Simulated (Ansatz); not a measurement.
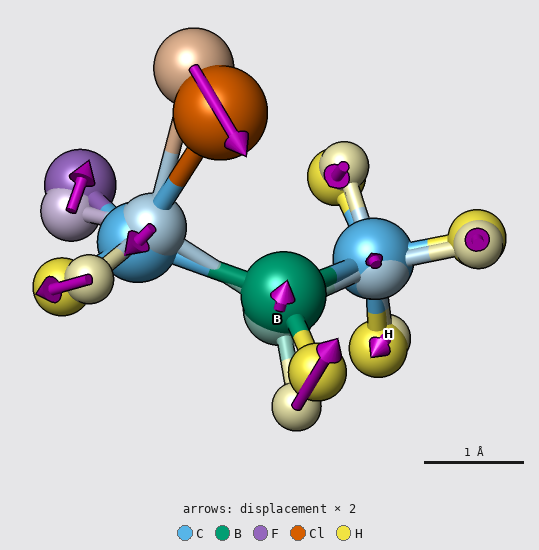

This is a relaxation of C$_{2}$H$_{5}$BClF (coarse preliminary run). The starting structure is drawn faded, the final one solid; purple arrows show the displacements, magnified 2 times. The two geometries are superimposed by the best rigid fit.

Style: ball-and-stick. Shown at a tilt.

The start comes from a force field.

These are results of RKS PBE-D4/def2-SVP in Ansatz, not measurements.

Input
```yaml
crystal:
  periodic: [false, false, false]
  atoms:
    - {symbol: C, position_ang: [-1.172800, 0.170800, -0.649000]}
    - {symbol: B, position_ang: [0.037300, -0.641800, -0.209400]}
    - {symbol: C, position_ang: [1.104400, -0.034700, 0.759900]}
    - {symbol: F, position_ang: [0.610800, 0.374800, 1.948700]}
    - {symbol: Cl, position_ang: [1.940300, 1.350200, -0.007200]}
    - {symbol: H, position_ang: [-1.221300, 0.330000, -1.767100]}
    - {symbol: H, position_ang: [-2.121900, -0.298100, -0.334200]}
    - {symbol: H, position_ang: [-1.149500, 1.243500, -0.210200]}
    - {symbol: H, position_ang: [0.155900, -1.734400, -0.549000]}
    - {symbol: H, position_ang: [1.899900, -0.811400, 1.020300]}
basis:
  gaussian: {orbitals: def2-SVP}
hamiltonian: {xc: pbe, dispersion: d4}
relax: {f_tol: 0.03, max_steps: 200}
```

Run as
```bash
ansatz run in.yaml --threads 4 --pin off --events-out ev --progress --plain --max-ram 10444MiB
```

Q: What happened in the run?

A: The largest move after the best rigid fit is that of Cl5, 0.62 Å. By element the largest moves are Cl 0.62 Å, H 0.56 Å, F 0.31 Å, C 0.23 Å, B 0.18 Å. Among the contacts that change: B2–Cl5 2.762 → 2.283 Å, C3–Cl5 1.790 → 1.895 Å, B2–H9 1.150 → 1.217 Å, C1–H8 1.159 → 1.107 Å. Among the angles between lasting bonds that change: B2–C3–Cl5 110.7° → 81.8°, B2–C3–H10 110.6° → 123.5°, B2–C3–F4 114.4° → 119.9°. The energy falls by 49.7 kJ/mol in 11 geometry steps. The largest force component goes from 2.6 to 0.023 eV/Å. Cost: 11 s on 4 threads of Arm Neoverse V2, with other jobs on the host.
